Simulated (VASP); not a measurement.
Band structure of Pt (relaxed from the bcc structure, space group Im-3m). Computed with r2SCAN meta-GGA, VASP's PBE PAW potentials (set 64) (plane waves; VASP).

Unless said otherwise, spin-orbit coupling is left out, though it shifts the bands of the heavy elements here.

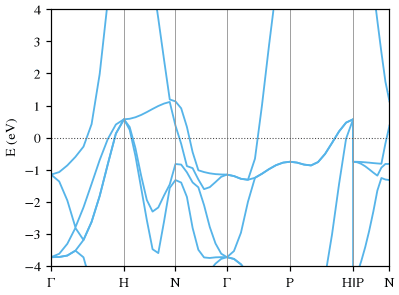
Figure. Bands along high-symmetry lines, zero at the valence-band maximum or, without a gap, the Fermi level

### Question
Read the plot: is there a gap, and where are the band edges?

### Answer
It has no gap at this level: it comes out as a metal or semimetal.

The structure was generated: Pt was put into the bcc type (Im-3m), which need not be its known phase. It was relaxed first.
